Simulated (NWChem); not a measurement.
**SbHF (SMILES [F][SbH]): U-revPBE0/6-31G(d)/LANL2DZ (core potential, spherical functions)**

Aim: the energy difference between two shapes of SbHF at U-revPBE0/6-31G*/LANL2DZ (core potential, spherical functions), from 2 runs. 

The results are computed with NWChem 7.3.0.

2 further runs of the same task are left out: 2 set aside as unsound or not needed.

## Step 1: Starting point

The species is SbHF (3 atoms), meant as a doublet with charge 0. SMILES: `[F][SbH]`. The coordinates come from a PBE0-D4/def2-TZVP relaxation.

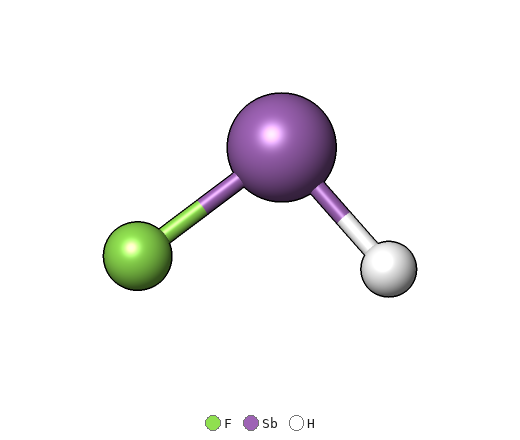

Viewed from a chosen angle; fluorine green, antimony purple, hydrogen white.

## Step 2: A single-point energy at U-revPBE0/6-31G(d)/LANL2DZ (core potential, spherical functions)

The input, struct.nw:

```
start struct
title "FHSb revPBE0"
memory total 2200 mb

geometry units angstroms noautosym nocenter noautoz
  F     -0.826200     1.100300    -0.341200
  Sb    -0.323800    -0.751300    -0.255900
  H      1.139000    -0.413700     0.583800
end

basis "ao basis" spherical bse
  * library 6-31G* except Sb
  Sb library LANL2DZ
end

ecp bse
  Sb library LANL2DZ
end

dft
  xc revpbe 0.75 cpbe96 1.0 hfexch 0.25
  mult 2
  grid coarse
  convergence energy 1e-06
  maxiter 150
  mulliken
end

task dft energy
```

The run is started by

```console
nwchem struct.nw > struct.out
```

Output, shortened:

```text
[...]
          Wavefunction type:  spin polarized.
          No. of atoms     :     3
          No. of electrons :    15
[...]
          Charge           :     0
          Spin multiplicity:     2
[...]
          AO basis - number of functions:    24
[...]
              XC Information
              --------------
                     Hartree-Fock (Exact) Exchange  0.250
                        RevPBE Exchange Functional  0.750
            Perdew 1991 LDA Correlation Functional  1.000 local
           PerdewBurkeErnz. Correlation Functional  1.000 non-local
[...]
 d= 0,ls=0.0,diis     1   -105.7179256035 -1.21D+02  2.41D-02  1.09D-01     0.1
[...]
 d= 0,ls=0.0,diis     8   -105.7748975857 -6.45D-08  9.71D-06  2.18D-08     0.4
[...]
         Total DFT energy =     -105.774897585652
      One electron energy =     -180.302955220646
           Coulomb energy =       70.937788663353
    Exchange-Corr. energy =      -12.146473583518
 Nuclear repulsion energy =       15.736742555159
[...]
      Total Density - Mulliken Population Analysis
     ---------------------------------------------
    Atom       Charge   Shell Charges
 -----------   ------   -------------------------------------------------------
    1 F    9     9.55   2.00  0.92  3.26  1.06  2.29  0.01
    2 Sb   5     4.31   0.51  1.37  1.58  0.85
    3 H    1     1.14   0.49  0.66
[...]
      <S2> =      0.7520 (Exact =     0.7500)
[...]
```

Wall time 0.97 s (1 thread of AMD EPYC 9R45 (Zen 5), shared host); peak memory 0.11 GiB.

## Step 3: The distorted shape, same level

The input, mol.nw:

```
start mol
title "FHSb"
memory total 2200 mb

geometry units angstrom noautosym nocenter noautoz
   F     -0.823529     1.129069    -0.328678
   Sb    -0.309732    -0.768317    -0.248149
   H      1.158187    -0.416377     0.604486
end

basis spherical bse
   * library 6-31G* except Sb
   Sb library LANL2DZ
end

ecp bse
   Sb library LANL2DZ
end

dft
   xc revpbe 0.75 cpbe96 1.0 hfexch 0.25
   mult 2
   grid coarse
   convergence energy 1e-06
   iterations 150
   mulliken
   noprint "final vectors analysis"
end

task dft energy
```

The run is started by

```console
nwchem mol.nw > mol.out
```

Output, shortened:

```text
[...]
          Wavefunction type:  spin polarized.
          No. of atoms     :     3
          No. of electrons :    15
[...]
          Charge           :     0
          Spin multiplicity:     2
[...]
          AO basis - number of functions:    24
[...]
              XC Information
              --------------
                     Hartree-Fock (Exact) Exchange  0.250
                        RevPBE Exchange Functional  0.750
            Perdew 1991 LDA Correlation Functional  1.000 local
           PerdewBurkeErnz. Correlation Functional  1.000 non-local
[...]
 d= 0,ls=0.0,diis     1   -105.7110916443 -1.21D+02  2.62D-02  1.17D-01     0.1
[...]
 d= 0,ls=0.0,diis     8   -105.7737961683 -7.38D-08  9.48D-06  4.51D-08     0.4
[...]
         Total DFT energy =     -105.773796168266
      One electron energy =     -179.724471258885
           Coulomb energy =       70.675710637961
    Exchange-Corr. energy =      -12.131762140801
 Nuclear repulsion energy =       15.406726593460
[...]
      Total Density - Mulliken Population Analysis
     ---------------------------------------------
    Atom       Charge   Shell Charges
 -----------   ------   -------------------------------------------------------
    1 F    9     9.54   2.00  0.93  3.26  1.06  2.29  0.01
    2 Sb   5     4.32   0.51  1.38  1.57  0.85
    3 H    1     1.14   0.48  0.66
[...]
      <S2> =      0.7520 (Exact =     0.7500)
[...]
```

Wall time 0.97 s (1 thread of AMD EPYC 9R45 (Zen 5), shared host); peak memory 0.11 GiB.

## Step 4: Summary of results

At U-revPBE0/6-31G*/LANL2DZ (core potential, spherical functions):

| quantity | value |
| --- | --- |
| first shape: total energy | -105.77490 Eh |
| first shape: dipole moment | 2.47 D |
| first shape: HOMO energy (highest over α and β) | -6.22 eV |
| first shape: LUMO energy (lowest over α and β) | -2.96 eV |
| first shape: ⟨S²⟩ | 0.752 |
| distorted shape: total energy | -105.77380 Eh |
| distorted shape: dipole moment | 2.67 D |
| distorted shape: ⟨S²⟩ | 0.752 |
| energy change with the atoms displaced | 0.030 eV |

With the atoms displaced the energy rises by 0.03 eV (2.9 kJ/mol). The first shape isn't relaxed at this level, so the change isn't measured from a minimum. Mulliken charges (distorted shape) run from -0.54 on F1 to +0.68 on Sb2.
